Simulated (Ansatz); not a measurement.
# C₄N₄Si: a spread of methods and bases

How do the results and run time of C₄N₄Si respond when the settings are drawn wide?

Program: Ansatz 0.2.0, Gaussian basis. Level of theory: the settings change from run to run. These are calculated values, not measurements.

**1. The geometry**

An earlier PBE0-D4 in a triple-zeta def2 set relaxation fixed the geometry.

SMILES `N#C[Si](C#N)(C#N)C#N`, 9 atoms, charge 0, spin multiplicity 1.

Atoms are counted from 1 here; the program's logs count them from 0.

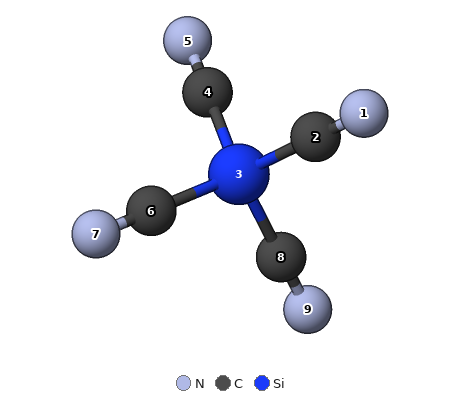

The structure; nitrogen light blue, carbon dark grey, silicon blue; atoms are numbered from 1 in the order of the file.

**2. wB97X/6-31G***

This run has multiplicity 3.

in.yaml

```yaml
crystal:
  periodic: [false, false, false]
  atoms:
    - {symbol: N, position_ang: [2.205055, -1.940927, -0.461989]}
    - {symbol: C, position_ang: [1.351834, -1.189527, -0.283489]}
    - {symbol: Si, position_ang: [0.000271, -0.000639, -0.000180]}
    - {symbol: C, position_ang: [-1.095090, 0.032074, -1.456045]}
    - {symbol: N, position_ang: [-1.785963, 0.054963, -2.376165]}
    - {symbol: C, position_ang: [0.698512, 1.660441, 0.271281]}
    - {symbol: N, position_ang: [1.136257, 2.710822, 0.443129]}
    - {symbol: C, position_ang: [-0.954407, -0.504987, 1.467690]}
    - {symbol: N, position_ang: [-1.556470, -0.822230, 2.395767]}
basis:
  gaussian: {orbitals: "6-31G*"}
magnetization: {spin_polarized: true, initial_magnetization: 2}
hamiltonian: {xc: {name: wB97X}}
```

Run with:

```sh
$ ansatz run in.yaml --threads 2 --pin off --events-out ev --progress --plain --max-ram 32768MiB --backend cpu
```

Standard output, cut to the lines that bear on the results:

```text
Functional definition: wB97X
  name "wB97X"
  cite "Chai & Head-Gordon, J. Chem. Phys. 128, 084106 (2008) doi:10.1063/1.2834918"
  cite "Becke, J. Chem. Phys. 107, 8554 (1997) doi:10.1063/1.475007"
[...]
  # The coefficients of nought are those of the uniform gas.
[...]
      + exact_x_lr(omega)
[...]
      + integral(e_c_pw_opposite_spin*poly(b97_u_opposite, 1, cos1, cos2, cos3, cos4))
1293 factors; integrals over basis functions are off by at most 6.2e-4 eV
295 factors; integrals over basis functions are off by at most 7.8e-6 eV
[...]
mean field -17973.78556463 eV, -660.5244364307 hartree, gradient 2.2e-6 eV, S^2 2.005073; 6 other end points of the search recorded, 0 dependent functions left out
reference -17973.78554103 eV, -660.5244355634 hartree; 34, 32 occupied and 105, 107 virtual orbitals, 1293 factors
Total energy: -17973.78554103 eV, -660.5244355634 hartree
```

Run time: 4.6 min. Hardware: 2 threads of AMD EPYC 7R13, shared host; peak memory 0.93 GiB.

⟨S²⟩ 2.005.

**3. r2SCAN/STO-3G**

Set apart from the defaults: D4 dispersion.

Edit in.yaml of step 2 so:

```diff
@@ -13,4 +13,3 @@
 basis:
-  gaussian: {orbitals: "6-31G*"}
-magnetization: {spin_polarized: true, initial_magnetization: 2}
-hamiltonian: {xc: {name: wB97X}}
+  gaussian: {orbitals: STO-3G}
+hamiltonian: {xc: {name: r2SCAN}, dispersion: d4}
```

Launched as before.

Standard output:

```text
Functional definition: r2SCAN
  name "r2SCAN"
  cite "Furness, Kaplan, Ning, Perdew & Sun, J. Phys. Chem. Lett. 11, 8208 (2020) doi:10.1021/acs.jpclett.0c02405"
  cite "Furness, Kaplan, Ning, Perdew & Sun, J. Phys. Chem. Lett. 11, 9248 (2020) doi:10.1021/acs.jpclett.0c03077"
  parent r2scan
  parameter k0 = 0.174
  parameter k1 = 0.065
  parameter a1 = 4.9479
  exchange = r2scan_x(k0 = k0, k1 = k1, a1 = a1)
  correlation = r2scan_c
645 factors; integrals over basis functions are off by at most 3.5e-5 eV
mean field evaluation 1: about -17747.6617 eV, gradient 6.2e1 eV
mean field evaluation 2: about -17657.4585 eV, gradient 2.0e2 eV
mean field evaluation 4: about -17757.2719 eV, gradient 3.1e0 eV
mean field evaluation 8: about -17757.0934 eV, gradient 1.3e-1 eV
mean field evaluation 16: about -17757.0935 eV, gradient 5.3e-6 eV
mean field -17757.09345819 eV, -652.5611483981 hartree, gradient 5.3e-6 eV, S^2 0.000000; 0 other end points of the search recorded, 0 dependent functions left out
reference -17757.09346221 eV, -652.5611485462 hartree; 33, 33 occupied and 16, 16 virtual orbitals, 645 factors
Total energy: -17757.17189621 eV, -652.5640309424 hartree
```

It took 1.5 s on 2 threads of AMD EPYC 7R13, shared host.

**4. LC-wPBE/aug-cc-pVDZ**

Options: charge -1, multiplicity 2.

Edit in.yaml of step 3 so:

```diff
@@ -13,3 +13,6 @@
 basis:
-  gaussian: {orbitals: STO-3G}
-hamiltonian: {xc: {name: r2SCAN}, dispersion: d4}
+  gaussian: {orbitals: aug-cc-pVDZ}
+total_charge: -1
+magnetization: {spin_polarized: true, initial_magnetization: 1}
+hamiltonian: {xc: {name: LC-wPBE}}
+output: {forces: true}
```

Same command.

Standard output, cut to the lines that bear on the results:

```text
Functional definition: LC-wPBE
  name "LC-wPBE"
  cite "Vydrov & Scuseria, J. Chem. Phys. 125, 234109 (2006) doi:10.1063/1.2409292"
  cite "Heyd & Scuseria, J. Chem. Phys. 120, 7274 (2004) doi:10.1063/1.1668634"
  cite "Ernzerhof & Perdew, J. Chem. Phys. 109, 3313 (1998) doi:10.1063/1.476928"
  cite "Perdew, Burke & Ernzerhof, Phys. Rev. Lett. 77, 3865 (1996) doi:10.1103/PhysRevLett.77.3865"
  parent pbe
[...]
2111 factors; their error is unknown
1095 factors; integrals over basis functions are off by at most 6.1e-6 eV
[...]
mean field -17974.67432684 eV, -660.5570978396 hartree, gradient 2.9e-6 eV, S^2 0.764457; 12 other end points of the search recorded, 0 dependent functions left out
[...]
reference -17974.67432685 eV, -660.5570978400 hartree; 34, 33 occupied and 177, 178 virtual orbitals, 2111 factors
Total energy: -17974.67432685 eV, -660.5570978400 hartree
Atom 0 at     2.205055    -1.940927    -0.461989 Å, force     0.577413    -0.532882    -0.122544 eV/Å
Atom 1 at     1.351834    -1.189527    -0.283489 Å, force     1.151350    -0.924735    -0.235651 eV/Å
Atom 2 at     0.000271    -0.000639    -0.000180 Å, force    -2.534405     2.113140     0.523058 eV/Å
Atom 3 at    -1.095090     0.032074    -1.456045 Å, force     1.521768    -0.446758     1.387836 eV/Å
Atom 4 at    -1.785963     0.054963    -2.376165 Å, force    -1.376868     0.152489    -1.660775 eV/Å
Atom 5 at     0.698512     1.660441     0.271281 Å, force    -0.154162    -2.003340    -0.354184 eV/Å
Atom 6 at     1.136257     2.710822     0.443129 Å, force     0.648905     1.997731     0.333736 eV/Å
Atom 7 at    -0.954407    -0.504987     1.467690 Å, force     1.382399     0.121505    -1.604076 eV/Å
Atom 8 at    -1.556470    -0.822230     2.395767 Å, force    -1.216402    -0.477149     1.732601 eV/Å
Dipole moment:     0.323290    -0.270990    -0.067086 e Å
```

It took 4.2 min on 2 threads of AMD EPYC 7R13, shared host; peak memory 1.4 GiB.

Largest force 3.341 eV/Å, ⟨S²⟩ 0.764.

**5. CCSD/STO-3G**

Set apart from the defaults: 1 DIIS vectors, the search for lower states set to off.

Edit in.yaml of step 4 so:

```diff
@@ -13,6 +13,5 @@
 basis:
-  gaussian: {orbitals: aug-cc-pVDZ}
-total_charge: -1
-magnetization: {spin_polarized: true, initial_magnetization: 1}
-hamiltonian: {xc: {name: LC-wPBE}}
-output: {forces: true}
+  gaussian: {orbitals: STO-3G}
+hamiltonian: {xc: {name: HF}}
+correlation: {method: ccsd, diis_vectors: 1}
+scf: {lower_state_search: off}
```

The command is unchanged.

Standard output, cut to the lines that bear on the results:

```text
Functional definition: HF
  name "HF"
  cite "Fock, Z. Phys. 61, 126 (1930) doi:10.1007/BF01340294"
  parent pbe
[...]
645 factors; integrals over basis functions are off by at most 3.5e-5 eV
[...]
mean field -17692.11465504 eV, -650.1732214268 hartree, gradient 1.0e-6 eV, S^2 0.000000; 0 other end points of the search recorded, 0 dependent functions left out
13 core orbitals not correlated: weight in the atoms' cores, before any rotation towards them, 0.999 or more for the frozen orbitals, at most 0.000 for the correlated occupied ones
reference -17692.11465504 eV, -650.1732214268 hartree; 20, 20 occupied and 16, 16 virtual orbitals, 645 factors
second order -17.20067645 eV of doubles, -0.00000000 eV of singles
cycle   1  -16.65878099 eV  change    5.4e-1 eV  update   1.1e-1
[...]
cycle  18  -17.62120910 eV  change   -1.3e-5 eV  update   3.5e-6
Total energy: -17709.73586414 eV, -650.8207889172 hartree
Checks for a lower state left out: stability, starts, cluster_reference, orbital_swaps, neighbouring_geometries, increment
```

Run time: 0.75 s. Hardware: 2 threads of AMD EPYC 7R13, shared host.

T1 0.006.

**6. B97M-V/pcseg-2**

Set apart from the defaults: atoms shaken by 0.03 Å, density fitting with def2-universal-jkfit, relativity set to scalar.

in.yaml

```yaml
crystal:
  periodic: [false, false, false]
  atoms:
    - {symbol: N, position_ang: [2.153596, -1.917494, -0.413792]}
    - {symbol: C, position_ang: [1.346207, -1.160347, -0.223714]}
    - {symbol: Si, position_ang: [-0.019222, -0.037168, -0.005727]}
    - {symbol: C, position_ang: [-1.133675, 0.046220, -1.464778]}
    - {symbol: N, position_ang: [-1.755838, 0.047353, -2.362871]}
    - {symbol: C, position_ang: [0.664940, 1.632063, 0.297035]}
    - {symbol: N, position_ang: [1.157948, 2.663507, 0.423823]}
    - {symbol: C, position_ang: [-0.914229, -0.555890, 1.474883]}
    - {symbol: N, position_ang: [-1.545542, -0.810009, 2.429153]}
basis:
  gaussian: {orbitals: pcseg-2, fitting: {mean_field: def2-universal-jkfit}}
hamiltonian: {xc: {name: B97M-V}, pseudopotentials: {relativity: scalar}}
output: {forces: true}
```

Run with:

```sh
$ ansatz run in.yaml --threads 2 --pin off --events-out ev --progress --plain --max-ram 32768MiB --backend cuda --devices 0, --max-vram 18GiB
```

Standard output, cut to the lines that bear on the results:

```text
Functional definition: B97M-V
  name "B97M-V"
  cite "Mardirossian & Head-Gordon, J. Chem. Phys. 142, 074111 (2015) doi:10.1063/1.4907719"
  cite "Becke, J. Chem. Phys. 107, 8554 (1997) doi:10.1063/1.475007"
  cite "Vydrov & Van Voorhis, J. Chem. Phys. 133, 244103 (2010) doi:10.1063/1.3521275"
  # Of w^i u^j: cxij and so on, Table III.
[...]
  gx(w, u) = cx00 + cx01*u + cx02*u^2 + (cx10 + cx11*u)*w
  gss(w, u) = css00 + css02*u^2 + css10*w + (css32*w^3 + css42*w^4)*u^2
  gos(w, u) = cos00 + cos01*u + cos03*u^3 + cos10*w + cos32*w^3*u^2
[...]
      + integral(e_c_pw_mod_opposite_spin*gos(b97_w_opposite, b97_u_opposite)) + vv10(b, c)
736 factors; integrals over basis functions are off by at most 7.3e-1 eV
[...]
mean field -18003.38071033 eV, -661.6120379748 hartree, gradient 4.5e-5 eV, S^2 0.000000; 0 other end points of the search recorded, 0 dependent functions left out
[...]
Total energy: -18003.38077924 eV, -661.6120405073 hartree
Relativity: scalar
Atom 0 at     2.153596    -1.917494    -0.413792 Å, force     2.754390    -2.475430    -0.548206 eV/Å
Atom 1 at     1.346207    -1.160347    -0.223714 Å, force    -2.244281     1.893660     0.159444 eV/Å
Atom 2 at    -0.019222    -0.037168    -0.005727 Å, force    -0.494653     0.968674     0.012399 eV/Å
Atom 3 at    -1.133675     0.046220    -1.464778 Å, force     5.338576    -0.280702     7.428420 eV/Å
Atom 4 at    -1.755838     0.047353    -2.362871 Å, force    -4.958285     0.081668    -7.051441 eV/Å
Atom 5 at     0.664940     1.632063     0.297035 Å, force    -0.080921    -0.289780    -0.197740 eV/Å
Atom 6 at     1.157948     2.663507     0.423823 Å, force     0.002763     0.123498     0.074734 eV/Å
Atom 7 at    -0.914229    -0.555890     1.474883 Å, force    -1.653063    -0.463549     2.035110 eV/Å
Atom 8 at    -1.545542    -0.810009     2.429153 Å, force     1.335474     0.441962    -1.912721 eV/Å
Dipole moment:    -0.013540    -0.059235    -0.009566 e Å
```

Run time: 8.5 s. Hardware: 1 × H100 (card shared with other runs) with 2 threads of AMD EPYC 7R13, shared host; peak host memory 0.86 GiB.

Largest force 9.152 eV/Å, dipole 0.30 D.

**7. PBE-QIDH/aug-pcseg-2**

Options: the search for lower states set to full.

in.yaml

```yaml
crystal:
  periodic: [false, false, false]
  atoms:
    - {symbol: N, position_ang: [2.205055, -1.940927, -0.461989]}
    - {symbol: C, position_ang: [1.351834, -1.189527, -0.283489]}
    - {symbol: Si, position_ang: [0.000271, -0.000639, -0.000180]}
    - {symbol: C, position_ang: [-1.095090, 0.032074, -1.456045]}
    - {symbol: N, position_ang: [-1.785963, 0.054963, -2.376165]}
    - {symbol: C, position_ang: [0.698512, 1.660441, 0.271281]}
    - {symbol: N, position_ang: [1.136257, 2.710822, 0.443129]}
    - {symbol: C, position_ang: [-0.954407, -0.504987, 1.467690]}
    - {symbol: N, position_ang: [-1.556470, -0.822230, 2.395767]}
basis:
  gaussian: {orbitals: aug-pcseg-2}
hamiltonian: {xc: {name: PBE-QIDH}}
scf: {lower_state_search: full}
```

Launched as before.

Standard output, cut to the lines that bear on the results:

```text
Functional definition: PBE-QIDH
  name "PBE-QIDH"
  cite "Brémond, Sancho-García, Pérez-Jiménez & Adamo, J. Chem. Phys. 141, 031101 (2014) doi:10.1063/1.4890314"
  cite "Perdew, Burke & Ernzerhof, Phys. Rev. Lett. 77, 3865 (1996) doi:10.1103/PhysRevLett.77.3865"
[...]
2670 factors; integrals over basis functions are off by at most 9.4e-4 eV
[...]
mean field -17952.86014862 eV, -659.7554415763 hartree, gradient 9.5e-6 eV, S^2 0.000000; 0 other end points of the search recorded, 0 dependent functions left out
13 core orbitals not correlated: weight in the atoms' cores, before any rotation towards them, 1.000 or more for the frozen orbitals, at most 0.000 for the correlated occupied ones
reference -17952.86017141 eV, -659.7554424136 hartree; 20, 20 occupied and 385, 385 virtual orbitals, 2670 factors
second order -44.53654309 eV of doubles, -0.00000000 eV of singles
Total energy: -17967.70568577 eV, -660.3010050037 hartree
```

It took 9.5 s on 1 × H100 (card shared with other runs) with 2 threads of AMD EPYC 7R13, shared host; peak host memory 2.5 GiB.

**8. r2SCANh/cc-pVDZ**

Set apart from the defaults: finite nuclei, high accuracy.

Edit in.yaml of step 7 so:

```diff
@@ -13,4 +13,5 @@
 basis:
-  gaussian: {orbitals: aug-pcseg-2}
-hamiltonian: {xc: {name: PBE-QIDH}}
-scf: {lower_state_search: full}
+  gaussian: {orbitals: cc-pVDZ, nuclear_model: gaussian}
+hamiltonian: {xc: {name: r2SCANh}}
+accuracy: high
+output: {forces: true}
```

Run with:

```sh
$ ansatz run in.yaml --threads 2 --pin off --events-out ev --progress --plain --max-ram 32768MiB --backend cpu
```

Standard output, cut to the lines that bear on the results:

```text
Functional definition: r2SCANh
  name "r2SCANh"
  cite "Bursch, Neugebauer, Ehlert & Grimme, J. Chem. Phys. 156, 134105 (2022) doi:10.1063/5.0086040"
  cite "Furness, Kaplan, Ning, Perdew & Sun, J. Phys. Chem. Lett. 11, 8208 (2020) doi:10.1021/acs.jpclett.0c02405"
  cite "Furness, Kaplan, Ning, Perdew & Sun, J. Phys. Chem. Lett. 11, 9248 (2020) doi:10.1021/acs.jpclett.0c03077"
  parent r2scan
[...]
2871 factors; integrals over basis functions are off by at most 3.2e-9 eV
[...]
mean field -17976.58246728 eV, -660.6272207071 hartree, gradient 4.3e-8 eV, S^2 0.000000; 0 other end points of the search recorded, 0 dependent functions left out
[...]
reference -17976.58246777 eV, -660.6272207253 hartree; 33, 33 occupied and 97, 97 virtual orbitals, 2871 factors
Total energy: -17976.58246777 eV, -660.6272207253 hartree
Atom 0 at     2.205055    -1.940927    -0.461989 Å, force     1.175656    -1.034655    -0.246239 eV/Å
Atom 1 at     1.351834    -1.189527    -0.283489 Å, force    -0.891735     0.784639     0.186915 eV/Å
Atom 2 at     0.000271    -0.000639    -0.000180 Å, force     0.000953    -0.002182    -0.000651 eV/Å
Atom 3 at    -1.095090     0.032074    -1.456045 Å, force     0.722660    -0.021807     0.960849 eV/Å
Atom 4 at    -1.785963     0.054963    -2.376165 Å, force    -0.952492     0.029711    -1.267064 eV/Å
Atom 5 at     0.698512     1.660441     0.271281 Å, force    -0.460347    -1.096200    -0.179167 eV/Å
Atom 6 at     1.136257     2.710822     0.443129 Å, force     0.605637     1.445900     0.236406 eV/Å
Atom 7 at    -0.954407    -0.504987     1.467690 Å, force     0.629802     0.332702    -0.968780 eV/Å
Atom 8 at    -1.556470    -0.822230     2.395767 Å, force    -0.830133    -0.438107     1.277731 eV/Å
Dipole moment:     0.000418    -0.000983    -0.000277 e Å
```

Wall time 16 s (2 threads of AMD EPYC 7R13, shared host); peak memory 0.76 GiB.

Largest force 1.585 eV/Å, dipole 0.01 D.

**9. B2GP-PLYP/cc-pVDZ**

This run has unrestricted orbitals, coordinates scaled by 1.05.

in.yaml

```yaml
crystal:
  periodic: [false, false, false]
  atoms:
    - {symbol: N, position_ang: [2.315308, -2.037973, -0.485088]}
    - {symbol: C, position_ang: [1.419426, -1.249003, -0.297663]}
    - {symbol: Si, position_ang: [0.000285, -0.000671, -0.000189]}
    - {symbol: C, position_ang: [-1.149844, 0.033677, -1.528847]}
    - {symbol: N, position_ang: [-1.875261, 0.057711, -2.494974]}
    - {symbol: C, position_ang: [0.733438, 1.743463, 0.284845]}
    - {symbol: N, position_ang: [1.193070, 2.846364, 0.465285]}
    - {symbol: C, position_ang: [-1.002127, -0.530236, 1.541074]}
    - {symbol: N, position_ang: [-1.634294, -0.863342, 2.515556]}
basis:
  gaussian: {orbitals: cc-pVDZ}
magnetization: {spin_polarized: true, initial_magnetization: 0}
hamiltonian: {xc: {name: B2GP-PLYP}}
output: {forces: true}
```

Same command.

Standard output, cut to the lines that bear on the results:

```text
Functional definition: B2GP-PLYP
  name "B2GP-PLYP"
  cite "Karton, Tarnopolsky, Lamère, Schatz & Martin, J. Phys. Chem. A 112, 12868 (2008) doi:10.1021/jp801805p"
  cite "Becke, Phys. Rev. A 38, 3098 (1988) doi:10.1103/PhysRevA.38.3098"
  cite "Lee, Yang & Parr, Phys. Rev. B 37, 785 (1988) doi:10.1103/PhysRevB.37.785"
[...]
1269 factors; integrals over basis functions are off by at most 7.7e-4 eV
[...]
mean field -17952.72364525 eV, -659.7504251699 hartree, gradient 4.2e-6 eV, S^2 0.000000; 6 other end points of the search recorded, 0 dependent functions left out
13 core orbitals not correlated: weight in the atoms' cores, before any rotation towards them, 1.000 or more for the frozen orbitals, at most 0.000 for the correlated occupied ones
reference -17952.72375892 eV, -659.7504293471 hartree; 20, 20 occupied and 97, 97 virtual orbitals, 1269 factors
second order -40.42052154 eV of doubles, -0.00000000 eV of singles
[...]
Total energy: -17967.27514667 eV, -660.2851829838 hartree
Atom 0 at     2.315308    -2.037973    -0.485088 Å, force    -2.663241     2.345998     0.556927 eV/Å
Atom 1 at     1.419426    -1.249003    -0.297663 Å, force     1.560104    -1.375712    -0.325536 eV/Å
Atom 2 at     0.000285    -0.000671    -0.000189 Å, force     0.000459    -0.001030    -0.000314 eV/Å
Atom 3 at    -1.149844     0.033677    -1.528847 Å, force    -1.261864     0.046962    -1.684746 eV/Å
Atom 4 at    -1.875261     0.057711    -2.494974 Å, force     2.156075    -0.072984     2.872771 eV/Å
Atom 5 at     0.733438     1.743463     0.284845 Å, force     0.793455     1.924637     0.315332 eV/Å
Atom 6 at     1.193070     2.846364     0.465285 Å, force    -1.364294    -3.279865    -0.536732 eV/Å
Atom 7 at    -1.002127    -0.530236     1.541074 Å, force    -1.099578    -0.577465     1.700192 eV/Å
Atom 8 at    -1.634294    -0.863342     2.515556 Å, force     1.878884     0.989459    -2.897894 eV/Å
Dipole moment:     0.000423    -0.000996    -0.000280 e Å
```

Run time: 28 s. Hardware: 2 threads of AMD EPYC 7R13, shared host; peak memory 0.86 GiB.

Largest force 3.593 eV/Å, dipole 0.01 D, ⟨S²⟩ 0.000.

**10. The runs in one table**

```
               level  charge  multiplicity  geometry  functions  energy (eV)     time
        wB97X/6-31G*       0             3   relaxed        139   -17973.786  4.6 min
       r2SCAN/STO-3G       0             1   relaxed         49   -17757.172    1.5 s
 LC-wPBE/aug-cc-pVDZ      -1             2   relaxed        211   -17974.674  4.2 min
         CCSD/STO-3G       0             1   relaxed         49   -17709.736   0.75 s
      B97M-V/pcseg-2       0             1    shaken        274   -18003.381    8.5 s
PBE-QIDH/aug-pcseg-2       0             1   relaxed        418   -17967.706    9.5 s
     r2SCANh/cc-pVDZ       0             1   relaxed        130   -17976.582     16 s
   B2GP-PLYP/cc-pVDZ       0             1    scaled        130   -17967.275     28 s
```

**11. What came out**

```
                                         quantity                  value
                                             runs                      8
                                         quickest    CCSD/STO-3G, 0.75 s
                                          slowest  wB97X/6-31G*, 4.6 min
spread of total energies, same state and geometry               266.8 eV
```

In words: wB97X/6-31G* took 365 times as long as CCSD/STO-3G. The jobs differ in tasks and options as well as level. Total energies at one charge and spin differ by 267 eV between levels, so only differences within one level mean anything. At the PBE0-D4/def2-TZVP geometry and in the same state, runs without warnings or point charges leave forces up to 1.59 eV/Å (r2SCANh/cc-pVDZ), against 9.2 eV/Å where the atoms were moved.
